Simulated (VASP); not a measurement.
Energy against volume of PbF2 (fluorite). Method: optB86b-vdW, VASP's PBE PAW potentials (set 64) (plane waves; VASP).

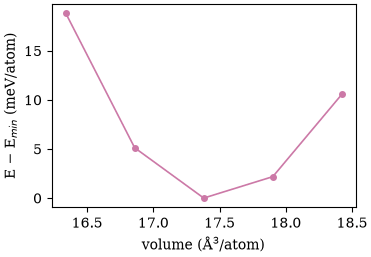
Figure. Energy against volume

Task: Estimate the equilibrium volume and the bulk modulus.

Result: The minimum lies near 17.5 Å³/atom, and the curvature gives B0 of about 73 GPa.

Measured: bulk modulus 64.0 GPa (computed value off by +13.9 %), a 5.940 Å (computed value off by +0.0 %), as given by E. Cadelano et al., The European Physical Journal B (2011), arXiv:1107.5962. The calculation is for a static lattice, while the measured bulk modulus, a hold thermal and zero-point effects, which are part of the difference.

The compound is PbF2 in the fluorite structure, the β form. It was relaxed first.
